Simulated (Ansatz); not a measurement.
Consider TiSi3O8.

```cif
data_structure
_symmetry_space_group_name_H-M 'P 1'
_symmetry_Int_Tables_number 1
_cell_length_a 9.4689
_cell_length_b 3.5571
_cell_length_c 7.1067
_cell_angle_alpha 90.000
_cell_angle_beta 111.777
_cell_angle_gamma 90.000
_cell_volume 222.28
loop_
_atom_site_label
_atom_site_type_symbol
_atom_site_fract_x
_atom_site_fract_y
_atom_site_fract_z
_atom_site_occupancy
Ti1 Ti 0.50607 0.50000 0.99938 1
Ti2 Ti 0.00607 0.00000 0.99938 1
Si1 Si 0.74016 0.00000 0.62022 1
Si2 Si 0.24016 0.50000 0.62022 1
O1 O 0.53795 0.00000 0.52090 1
O2 O 0.03795 0.50000 0.52090 1
O3 O 0.78299 0.00000 0.89058 1
O4 O 0.28299 0.50000 0.89058 1
O5 O 0.94357 0.00000 0.71284 1
O6 O 0.44357 0.50000 0.71284 1
O7 O 0.69672 0.50000 0.60062 1
O8 O 0.19672 0.00000 0.60062 1
Si3 Si 0.99250 0.00000 0.49842 1
Si4 Si 0.49250 0.50000 0.49842 1
Si5 Si 0.75987 0.00000 0.13023 1
Si6 Si 0.25987 0.50000 0.13023 1
O9 O 0.56497 0.00000 0.03171 1
O10 O 0.06497 0.50000 0.03171 1
O11 O 0.78741 0.00000 0.39386 1
O12 O 0.28741 0.50000 0.39386 1
O13 O 0.95654 0.00000 0.23767 1
O14 O 0.45654 0.50000 0.23767 1
O15 O 0.73125 0.50000 0.11358 1
O16 O 0.23125 0.00000 0.11358 1
```

Space group Cm; a structure from a database of computed crystals, not necessarily the ambient phase; started from the anatase host prototype, which need not be the ambient phase; computed pressure about 8 GPa in this cell; computed without spin polarisation.

These are results of DFT, PBE, plane waves, PAW in Ansatz 0.2.0, not measurements.

Q: What will maps of the valence pseudo-density and electron localisation function show?

A: Si–O (1.71 Å): ρ is about 1 e/Å³ halfway; the ELF peaks at about 0.85 between the atoms.
Si–O (1.78 Å): ρ is about 0.94 e/Å³ halfway; the ELF peaks at about 0.85 between the atoms.
Si–O (1.78 Å): ρ at the midpoint is about 0.94 e/Å³; the ELF peaks at about 0.85 between the atoms.
Ti–O (1.92 Å): the density is about 0.76 e/Å³ at the midpoint; the ELF peaks at about 0.85 in the valence shell of O, 0.6 Å from its nucleus, and is about 0.20 at the midpoint (no localised pair shows between them).

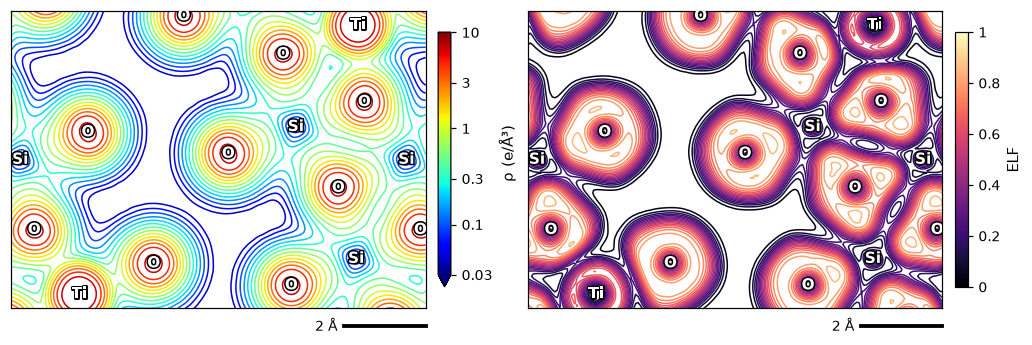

Computed valence pseudo-density and electron localisation function on the (010) plane of the conventional cell, in this order. 

The density is the valence pseudo-density of a PAW calculation; it isn't the true density close to the nuclei.
